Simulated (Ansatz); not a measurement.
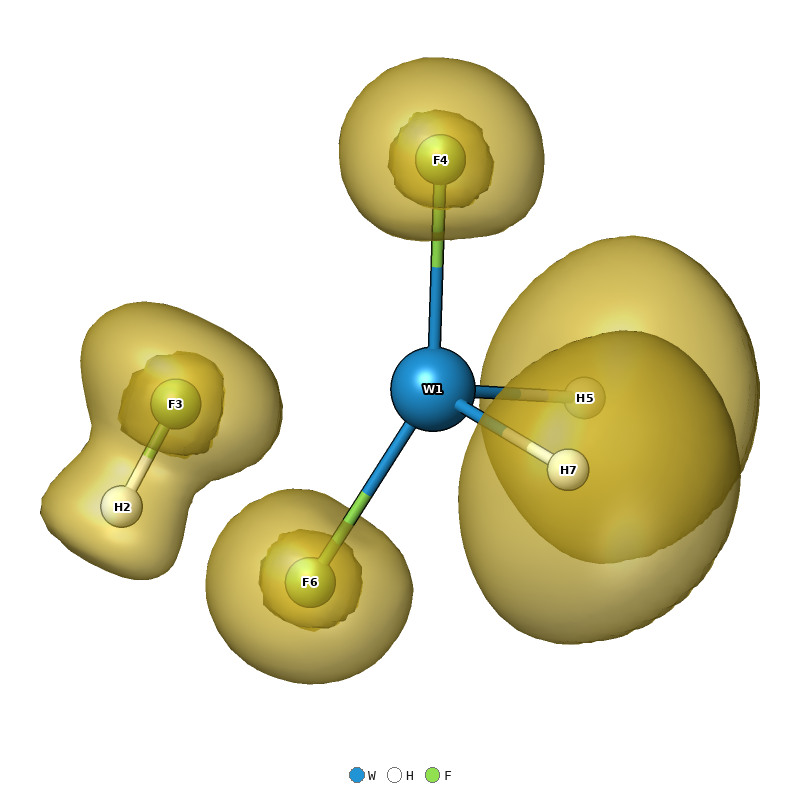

F₂H₂W···HF. Isosurface of the ELF at 0.75 (yellow), seen at a tilt. Only the valence region is drawn (cores and ρ < 0.01 e/Å³ removed).

Core potentials replace the inner electrons of W.

Theory: RHF/def2-SVP in Ansatz 0.2.0.

The calculation's input:

```
crystal:
  periodic: [false, false, false]
  atoms:
    - { symbol: W, position_ang: [-0.486872, 0.235805, -0.138584] }
    - { symbol: H, position_ang: [1.75984, -0.797727, 1.424959] }
    - { symbol: F, position_ang: [2.127186, 0.0365, 1.403416] }
    - { symbol: F, position_ang: [-0.663336, 2.056613, -0.05956] }
    - { symbol: H, position_ang: [-1.99733, -0.161923, -0.73051] }
    - { symbol: F, position_ang: [-0.008451, -1.36937, 0.678119] }
    - { symbol: H, position_ang: [0.208464, 0.000102, -1.638239] }
basis:
  gaussian: { orbitals: def2-SVP }
hamiltonian:
  xc: hf
relax:
  f_tol: 0.03
  max_steps: 50
output:
  orbitals: {}
```

Launched as:

```sh
ansatz run input.yaml --threads 1 --pin off --max-ram 2048MiB --backend cpu --events-out ev --progress --plain --runs-dir out
```

The fields are those of the relaxed geometry.

What do the ELF domains correspond to?

At this value the surface marks out two regions around hydrogen nuclei, two regions wrapped around F (the valence shell of each) and one joined region spread over several atoms (F, H), in which their bonds and any lone pairs are merged. Profiles from the grid: W1···F3 (2.58 Å): the ELF dips to about 0 between them. W–F (1.84 Å): the ELF peaks at about 0.85 in the valence shell of F, 0.5 Å from its nucleus, and drops to about 0.20 between the two atoms.
